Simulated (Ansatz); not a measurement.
# CH₄BFSe: shape, modes and thermochemistry

Aim: relax CH₄BFSe from a cheap starting geometry, then compute its harmonic vibrations to see whether it is a minimum and to get the zero-point energy and entropy.

Method: RKS PBE0-D4/def2-TZVP; program: Ansatz 0.2.0, Gaussian basis.

The runs, in order: relaxation at PBE-D4/def2-SVP; relaxation at PBE0-D4/def2-TZVP; harmonic vibrations at the same level.

1 further run of the same task is left out (set aside as unsound or not needed).

### 1 Starting geometry

SMILES `B[Se]CF`, 8 atoms, charge 0, spin multiplicity 1.

Atoms are counted from 1 here; the program's logs count them from 0.

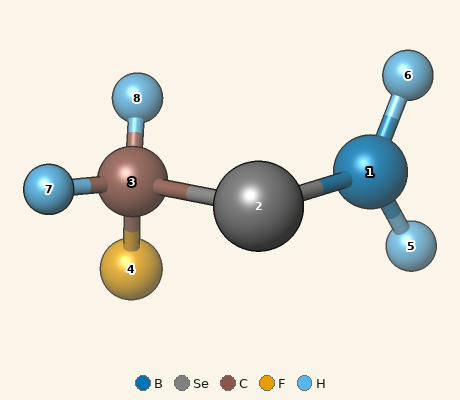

The starting geometry (colours as in the key); atoms are numbered from 1 in the order of the file.

The start is a force-field geometry with small random shifts, so a cheaper pass at PBE-D4/def2-SVP comes first.

### 2 Relaxation at PBE-D4/def2-SVP (cheap first pass)

The input, in.yaml:

```yaml
crystal:
  periodic: [false, false, false]
  atoms:
    - {symbol: B, position_ang: [-0.615900, 1.402100, -0.214400]}
    - {symbol: Se, position_ang: [1.112500, 0.755200, 0.418400]}
    - {symbol: C, position_ang: [0.520400, -1.097000, 0.228500]}
    - {symbol: F, position_ang: [0.417000, -1.390000, -1.093600]}
    - {symbol: H, position_ang: [-0.843200, 1.617900, -1.397200]}
    - {symbol: H, position_ang: [-1.534300, 1.665000, 0.545400]}
    - {symbol: H, position_ang: [1.377400, -1.755500, 0.646500]}
    - {symbol: H, position_ang: [-0.341800, -1.254900, 0.810600]}
basis:
  gaussian: {orbitals: def2-SVP}
hamiltonian: {xc: pbe, dispersion: d4}
relax: {f_tol: 0.03, max_steps: 200}
```

Started as:

```console
$ ansatz run in.yaml --threads 2 --pin off --events-out ev --progress --plain --max-ram 4352MiB
```

Standard output, shortened:

```text
Functional definition: PBE
  name "PBE"
  cite "Perdew, Burke & Ernzerhof, Phys. Rev. Lett. 77, 3865 (1996) doi:10.1103/PhysRevLett.77.3865"
  parent pbe
[...]
1038 factors; their error is unknown
[...]
mean field -69817.02847309 eV, -2565.7284727044 hartree, gradient 6.2e-5 eV, S^2 0.000000; 0 other end points of the search recorded, 0 dependent functions left out
[...]
reference -69817.02850276 eV, -2565.7284737950 hartree; 29, 29 occupied and 65, 65 virtual orbitals, 1038 factors
relax step   1: F+E_penalty+E_count = -69817.17612283 eV  Δ(F+E_penalty+E_count) = +0.000e0 eV  max|allowed force component| = 3.406e0 eV/Å  Δτ_max = 0.0000 Å  (26 SCF iters, accepted)
[...]
relax step   4: F+E_penalty+E_count = -69817.61400974 eV  Δ(F+E_penalty+E_count) = -1.442e-1 eV  max|allowed force component| = 9.523e-1 eV/Å  Δτ_max = 0.1954 Å  (35 SCF iters, accepted)
[...]
relax step   7: F+E_penalty+E_count = -69818.20275382 eV  Δ(F+E_penalty+E_count) = -1.759e-1 eV  max|allowed force component| = 5.482e-1 eV/Å  Δτ_max = 0.2000 Å  (30 SCF iters, accepted)
[...]
relax step  10: F+E_penalty+E_count = -69818.32868755 eV  Δ(F+E_penalty+E_count) = -1.268e-2 eV  max|allowed force component| = 1.362e-1 eV/Å  Δτ_max = 0.0890 Å  (29 SCF iters, accepted)
[...]
relax step  12: F+E_penalty+E_count = -69818.33097918 eV  Δ(F+E_penalty+E_count) = -4.543e-4 eV  max|allowed force component| = 3.736e-2 eV/Å  Δτ_max = 0.0117 Å  (30 SCF iters, accepted)
[...]
relax step  13: F+E_penalty+E_count = -69818.33115714 eV  Δ(F+E_penalty+E_count) = -1.780e-4 eV  max|allowed force component| = 4.063e-3 eV/Å  Δτ_max = 0.0058 Å  (30 SCF iters, accepted)
1038 factors; their error is unknown
mean field -69818.18631127 eV, -2565.7710224729 hartree, gradient 1.3e-5 eV, S^2 0.000000; 1 other end points of the search recorded, 0 dependent functions left out
[...]
reference -69818.18634027 eV, -2565.7710235386 hartree; 29, 29 occupied and 65, 65 virtual orbitals, 1038 factors
Total energy: -69818.33118614 eV, -2565.7763465259 hartree
Atom 0 at    -0.628554     1.483439    -0.382244 Å, force     0.000165    -0.004063     0.003691 eV/Å
Atom 1 at     1.094617     0.697698    -0.189386 Å, force    -0.003931     0.003076    -0.001345 eV/Å
Atom 2 at     0.562268    -1.151374     0.321893 Å, force    -0.000689     0.001009    -0.001772 eV/Å
Atom 3 at     0.136895    -1.865778    -0.762130 Å, force     0.000088    -0.001469    -0.000438 eV/Å
Atom 4 at    -0.659794     2.642506    -0.736992 Å, force     0.003779    -0.001758    -0.000041 eV/Å
Atom 5 at    -1.623374     0.831846    -0.143879 Å, force    -0.001723     0.003311    -0.002044 eV/Å
Atom 6 at     1.461878    -1.627647     0.766128 Å, force     0.000052     0.001218     0.001347 eV/Å
Atom 7 at    -0.251836    -1.067890     1.070809 Å, force     0.002260    -0.001324     0.000602 eV/Å
Dipole moment:     0.106095    -0.099453     0.293003 e Å
```

Wall time 26 s (2 threads of Arm Neoverse V1, shared host).

Relaxation path:

```
step  energy from step 1 (eV)  largest force component (eV/Å)
   1                   0.0000                          3.4055
   2                  -0.2019                          0.9639
   3                  -0.2937                          0.6061
   4                  -0.4379                          0.9523
   5                  -0.6341                          1.0409
   6                  -0.8507                          0.9088
   7                  -1.0266                          0.5482
   8                  -1.1284                          0.2393
   9                  -1.1399                          0.2600
  10                  -1.1526                          0.1362
  11                  -1.1544                          0.0692
  12                  -1.1549                          0.0374
  13                  -1.1550                          0.0041
```

Close pairs (by a distance rule), those that changed most:

```
  bond  before (Å)  after (Å)  change (Å)
 C3–H8       1.052      1.109      +0.057
 C3–H7       1.159      1.111      -0.048
B1–Se2       1.951      1.904      -0.047
Se2–C3       1.954      1.991      +0.037
 B1–H5       1.224      1.213      -0.011
 C3–F4       1.358      1.366      +0.008
 B1–H6       1.221      1.213      -0.008
```

### 3 Geometry optimisation, PBE0-D4/def2-TZVP

The input, in.yaml:

```yaml
crystal:
  periodic: [false, false, false]
  atoms:
    - {symbol: B, position_ang: [-0.628554, 1.483439, -0.382244]}
    - {symbol: Se, position_ang: [1.094617, 0.697698, -0.189386]}
    - {symbol: C, position_ang: [0.562268, -1.151374, 0.321893]}
    - {symbol: F, position_ang: [0.136895, -1.865778, -0.762130]}
    - {symbol: H, position_ang: [-0.659794, 2.642506, -0.736992]}
    - {symbol: H, position_ang: [-1.623374, 0.831846, -0.143879]}
    - {symbol: H, position_ang: [1.461878, -1.627647, 0.766128]}
    - {symbol: H, position_ang: [-0.251836, -1.067890, 1.070809]}
basis:
  gaussian: {orbitals: def2-TZVP}
hamiltonian: {xc: pbe0, dispersion: d4}
relax: {f_tol: 0.005, max_steps: 150}
```

Launched as before.

Standard output, shortened:

```text
Functional definition: PBE0
  name "PBE0"
  cite "Adamo & Barone, J. Chem. Phys. 110, 6158 (1999) doi:10.1063/1.478522"
  cite "Perdew, Burke & Ernzerhof, Phys. Rev. Lett. 77, 3865 (1996) doi:10.1103/PhysRevLett.77.3865"
  parent pbe
[...]
1093 factors; their error is unknown
[...]
mean field -69833.96090054 eV, -2566.3507279360 hartree, gradient 6.2e-5 eV, S^2 0.000000; 0 other end points of the search recorded, 0 dependent functions left out
[...]
reference -69833.96092914 eV, -2566.3507289870 hartree; 29, 29 occupied and 136, 136 virtual orbitals, 1093 factors
relax step   1: F+E_penalty+E_count = -69834.08219748 eV  Δ(F+E_penalty+E_count) = +0.000e0 eV  max|allowed force component| = 5.247e-1 eV/Å  Δτ_max = 0.0000 Å  (27 SCF iters, accepted)
[...]
reference -69834.00640454 eV, -2566.3524001772 hartree; 29, 29 occupied and 136, 136 virtual orbitals, 1093 factors
Total energy: -69834.12734485 eV, -2566.3568446515 hartree
Atom 0 at    -0.623982     1.498169    -0.329987 Å, force     0.001408    -0.001190     0.000708 eV/Å
Atom 1 at     1.052316     0.621146    -0.389906 Å, force    -0.002821     0.000093     0.000455 eV/Å
Atom 2 at     0.550145    -1.146315     0.280960 Å, force    -0.001434    -0.000779    -0.000487 eV/Å
Atom 3 at     0.363226    -2.025630    -0.748372 Å, force     0.001269     0.000708     0.000686 eV/Å
Atom 4 at    -0.651161     2.630112    -0.698641 Å, force     0.000471     0.000033    -0.000353 eV/Å
Atom 5 at    -1.583805     0.919201     0.075663 Å, force     0.000299     0.000263    -0.000333 eV/Å
Atom 6 at     1.362828    -1.510334     0.910744 Å, force    -0.000337     0.000205    -0.000802 eV/Å
Atom 7 at    -0.377467    -1.043549     0.843738 Å, force     0.001145     0.000668     0.000126 eV/Å
Dipole moment:     0.022679    -0.009988     0.306851 e Å
```

Wall time 87 s (2 threads of Arm Neoverse V1, shared host); peak memory 0.37 GiB.

Along the way:

```
step  energy from step 1 (eV)  largest force component (eV/Å)
   1                   0.0000                          0.5247
   2                  -0.0338                          0.1993
   3                  -0.0379                          0.1173
   4                  -0.0401                          0.0730
   5                  -0.0418                          0.0558
   6                  -0.0427                          0.2167
   7                  -0.0424                          0.0760
   8                  -0.0445                          0.0511
   9                  -0.0445                          0.0629
  10                  -0.0450                          0.0300
  11                  -0.0450                          0.0290
  12                  -0.0450                          0.0230
  13                  -0.0451                          0.0100
  14                  -0.0451                          0.0078
  15                  -0.0447                          0.1139
  16                  -0.0451                          0.0020
  17                  -0.0451                          0.0028
```

The force was under the threshold of 0.005 eV/Å already at step 16, but the program went on to step 17.

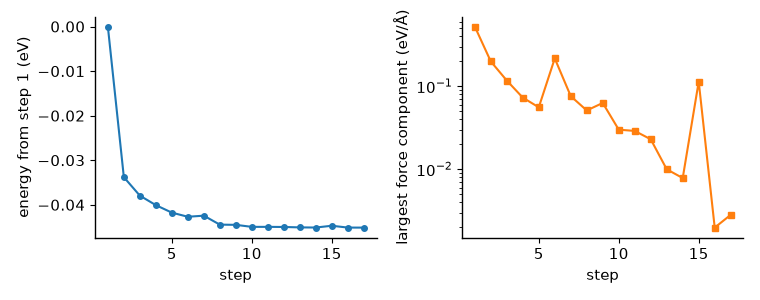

Energy and largest force along the relaxation.

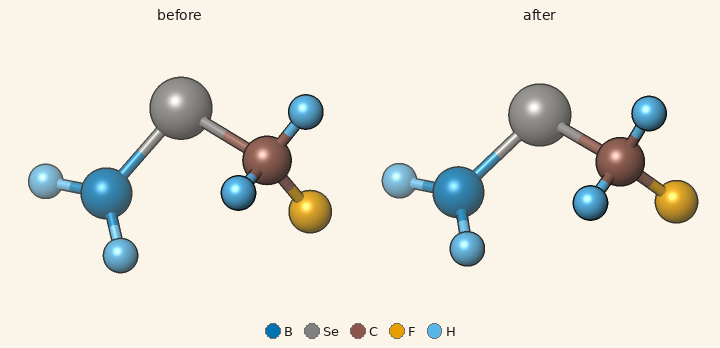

The geometry before (left) and after (right).

Distances of close pairs at the start and the end, largest changes first:

```
  bond  before (Å)  after (Å)  change (Å)
Se2–C3       1.991      1.956      -0.035
 B1–H5       1.213      1.191      -0.022
 B1–H6       1.213      1.192      -0.021
 C3–H7       1.111      1.091      -0.020
 C3–H8       1.109      1.090      -0.019
B1–Se2       1.904      1.893      -0.011
 C3–F4       1.366      1.367      +0.000
```

Mulliken charges at the end point, from the run's report:

```
atom  value (e)
  B1      -0.15
 Se2       0.06
  C3      -0.03
  F4      -0.20
  H5       0.04
  H6       0.02
  H7       0.13
  H8       0.13
```

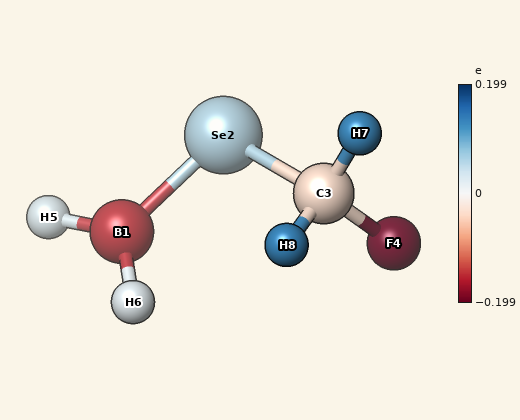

Mulliken charges at the end point, from the run's report, as colours on the atoms.

### 4 Vibrations by finite differences

The input, in.yaml:

```yaml
crystal:
  periodic: [false, false, false]
  atoms:
    - {symbol: B, position_ang: [-0.623982, 1.498169, -0.329987]}
    - {symbol: Se, position_ang: [1.052316, 0.621146, -0.389906]}
    - {symbol: C, position_ang: [0.550145, -1.146315, 0.280960]}
    - {symbol: F, position_ang: [0.363226, -2.025630, -0.748372]}
    - {symbol: H, position_ang: [-0.651161, 2.630112, -0.698641]}
    - {symbol: H, position_ang: [-1.583805, 0.919201, 0.075663]}
    - {symbol: H, position_ang: [1.362828, -1.510334, 0.910744]}
    - {symbol: H, position_ang: [-0.377467, -1.043549, 0.843738]}
basis:
  gaussian: {orbitals: def2-TZVP}
hamiltonian: {xc: pbe0, dispersion: d4}
phonons: {temperatures: {t_min: 298.15, t_max: 900, t_step: 200}}
```

Same command.

Standard output, shortened:

```text
Functional definition: PBE0
  name "PBE0"
  cite "Adamo & Barone, J. Chem. Phys. 110, 6158 (1999) doi:10.1063/1.478522"
  cite "Perdew, Burke & Ernzerhof, Phys. Rev. Lett. 77, 3865 (1996) doi:10.1103/PhysRevLett.77.3865"
  parent pbe
[...]
1093 factors; their error is unknown
[...]
mean field -69834.00641410 eV, -2566.3524005285 hartree, gradient 5.1e-5 eV, S^2 0.000000; 0 other end points of the search recorded, 0 dependent functions left out
[...]
reference -69834.00644238 eV, -2566.3524015679 hartree; 29, 29 occupied and 136, 136 virtual orbitals, 1093 factors
[...]
1093 factors; their error is unknown
mean field -69834.00629977 eV, -2566.3523963271 hartree, gradient 1.5e-6 eV, S^2 0.000000; 0 other end points of the search recorded, 0 dependent functions left out
[...]
reference -69834.00632805 eV, -2566.3523973662 hartree; 29, 29 occupied and 136, 136 virtual orbitals, 1093 factors
[...]
Atom 0 at    -0.623982     1.498169    -0.329987 Å, force     0.001569    -0.001164     0.000527 eV/Å
Atom 1 at     1.052316     0.621146    -0.389906 Å, force    -0.003009     0.000245     0.000590 eV/Å
Atom 2 at     0.550145    -1.146315     0.280960 Å, force    -0.001359    -0.000607    -0.000444 eV/Å
Atom 3 at     0.363226    -2.025630    -0.748372 Å, force     0.001178     0.000533     0.000444 eV/Å
Atom 4 at    -0.651161     2.630112    -0.698641 Å, force     0.000489     0.000062    -0.000347 eV/Å
Atom 5 at    -1.583805     0.919201     0.075663 Å, force     0.000404     0.000038    -0.000303 eV/Å
Atom 6 at     1.362828    -1.510334     0.910744 Å, force    -0.000368     0.000181    -0.000816 eV/Å
Atom 7 at    -0.377467    -1.043549     0.843738 Å, force     0.001097     0.000711     0.000349 eV/Å
Dipole moment:     0.022692    -0.009992     0.306851 e Å
Vibrations: 51.77 234.22 284.87 441.66 642.80 694.85 743.54 906.75 916.80 1085.39 1168.16 1255.46 1323.08 1475.06 2605.73 2717.66 3084.65 3163.26 cm⁻¹, zero-point energy 1.413153 eV
```

It took 2.4 min on 2 threads of Arm Neoverse V1, shared host; peak memory 0.37 GiB.

Motions are named by where the mode's potential energy lies. The modes, unscaled (a negative number is an imaginary wavenumber):

```
mode  cm⁻¹                          motion
   1    52                         torsion
   2   234                            bend
   3   285                            bend
   4   442                         torsion
   5   643                    Se–C stretch
   6   695                    B–Se stretch
   7   744                            bend
   8   907  out-of-plane bend with torsion
   9   917               bend with torsion
  10  1085                     C–F stretch
  11  1168                            bend
  12  1255                            bend
  13  1323                            bend
  14  1475                            bend
  15  2606                     B–H stretch
  16  2718                     B–H stretch
  17  3085                     C–H stretch
  18  3163                     C–H stretch
```

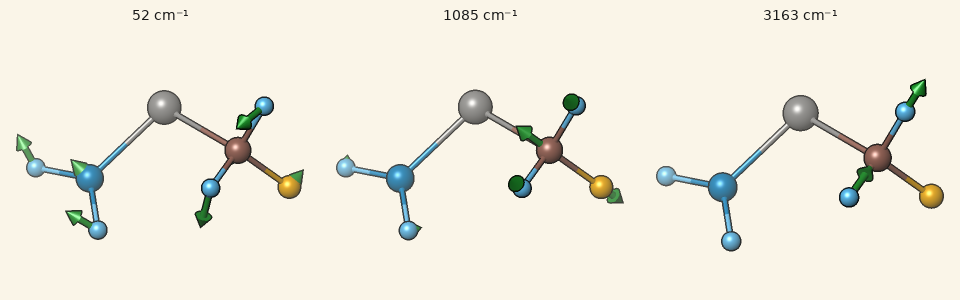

How the atoms move in 3 of the modes.

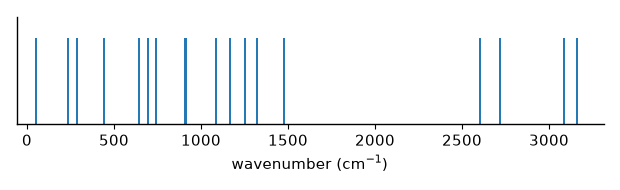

The harmonic wavenumbers as sticks (no intensities were computed).

From these modes and the moments of inertia (298.15 K, 1 bar, symmetry number 1):

```
                term            value
   zero-point energy     136.3 kJ/mol
          H(298) − E     153.0 kJ/mol
entropy, translation  169.1 J/(mol K)
   entropy, rotation  108.2 J/(mol K)
  entropy, vibration   43.2 J/(mol K)
      entropy, total  320.4 J/(mol K)
```

### 5 What came out

| quantity | value |
| --- | --- |
| point group | C1 |
| steps | 13 + 17 |
| shift from the start (rms) | 0.681 Å |
| total energy | -69834.1273 eV |
| dispersion term | -121 meV |
| dipole moment | 1.48 D |
| lowest, highest wavenumber | 52, 3163 cm⁻¹ |
| zero-point energy | 136.3 kJ/mol |
| entropy at 298.15 K | 320.4 J/(mol K) |

**Reading.** The atoms moved 0.68 Å (rms) from the start; the bond that changed most is C3–H7, from 1.159 to 1.091 Å. All wavenumbers are real, so the end point is a minimum. The stiffest mode, 3163 cm⁻¹, is a C–H stretch. Harmonic hybrid wavenumbers usually lie a few per cent above measured fundamentals. The largest Mulliken charge, -0.20 e, sits on F4.
